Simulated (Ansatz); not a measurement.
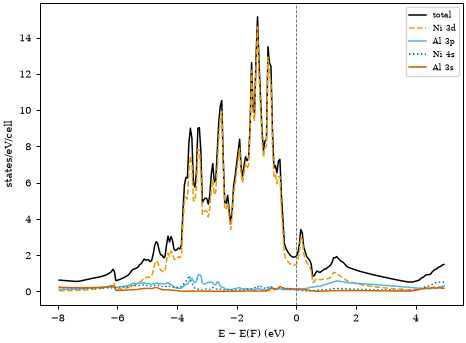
Figure: Total and projected density of states of AlNi3 (Cu3Au type, Pm-3m), the program Ansatz at the r²SCAN level (PAW)

**Question.** Which orbitals carry the states next to the Fermi level?

**Answer.** Within 0.5 eV of the Fermi level: Ni 3d 81 %, Al 3p 6 %, Al 3s 5 %. Projections are on Löwdin-orthogonalised atomic valence shells; empty p or d shells of many metals are not among them.

**Question.** Where is the tallest occupied peak in this window, and what makes it?

**Answer.** Near -1.3 eV, about 15 states/eV per cell; the largest projected share is Ni 3d.

The cell was relaxed with r²SCAN under the symmetry of its start. Spin order of the final state: ferromagnetic, the only order run, not a proven ground state. Other orbital occupations within this spin state were not tried.

Potentials: the later of the program's two PAW sets.
